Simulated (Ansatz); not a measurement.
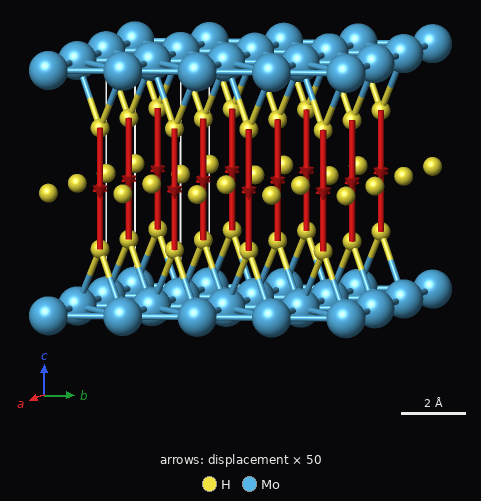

This is a relaxation of crystalline MoH$_{3}$ (a generated structure, set up in Cmmm) (coarse preliminary run). The starting structure is drawn; red arrows show the displacements (the part carried along by the change of the cell is left out), 50 times their true length.

A ball-and-stick model of the cell of the calculation, repeated 3 × 4 × 1 with one cell outlined, seen slightly off an axis.

Level of theory: DFT PBE, scalar-relativistic, plane waves, PAW (Ansatz).

The input:
```yaml
crystal:
  lattice:
    - [1.37401143, -1.9242067, 0.0]
    - [1.37401143, 1.9242067, 0.0]
    - [0.0, 0.0, 7.86368944]
  atoms:
    - { symbol: H, position: [0.5, 0.5, 0.74670601] }
    - { symbol: H, position: [0.0, 0.0, 0.5] }
    - { symbol: H, position: [0.5, 0.5, 0.25329399] }
    - { symbol: Mo, position: [0.0, 0.0, 0.0] }
basis:
  ecutwfc: 420
kpoints:
  mp_grid: { grid: [8, 8, 2] }
hamiltonian:
  xc: pbe
scf:
  occupations: { method: gaussian, width: 0.1 }
  lower_state_search: "off"
output:
  forces: true
  stress: true
  eigenvalues: true
relax:
  adjacent_minimum: "off"
  f_tol: 0.04
  max_steps: 70
  cell: { stress_tol: 0.4 }
```

Launched with:
```bash
ansatz run input.yaml --threads 1 --pin off --max-ram 2560MiB --backend cpu --events-out ev --progress --plain --runs-dir out
```

Atoms of which element are displaced furthest, and by how much?

Answer. Hydrogen: up to 0.045 Å, against 0.000 Å for molybdenum.

What happened in the run?

Answer. The largest moves relative to the cell, 0.045 Å, are those of H1 and H3. H1 goes along −c. Mo stays in place. Cell: a = b 2.364 → 2.721 Å (+15.1 %), c 7.864 → 4.098 Å (−47.9 %), γ 108.9° → 112.0°. Volume −32.3 %. Among the contacts that change: H2–Mo4 3.932 → 2.049 Å, H1–Mo4 2.420 → 1.868 Å, Mo4–Mo4 2.364 → 2.721 Å, Mo4–Mo4 (another image) 2.748 → 3.045 Å. New bonds form: H2–Mo4 (3.93 → 2.05 Å). Among the angles between lasting bonds that change: Mo4–Mo4–Mo4 108.9° → 112.0°, Mo4–Mo4–Mo4 71.1° → 68.0°. The space group stays Cmmm (No. 65). Over 15 accepted moves (17 points after the start) the energy falls by 4.598 eV per cell of the calculation. Largest force component: 1.6 eV/Å at the start, 0.0057 eV/Å at the end. Pressure: 5.23 GPa at the start and −0.08 GPa at the end. The SCF was repeated twice at an unchanged geometry on a basis and grid sized afresh for the cell, which shifted the energy by 11.0 meV per cell of the calculation at most.

Limits of the set-up: the k-point mesh is coarse for a cell with partly filled bands.
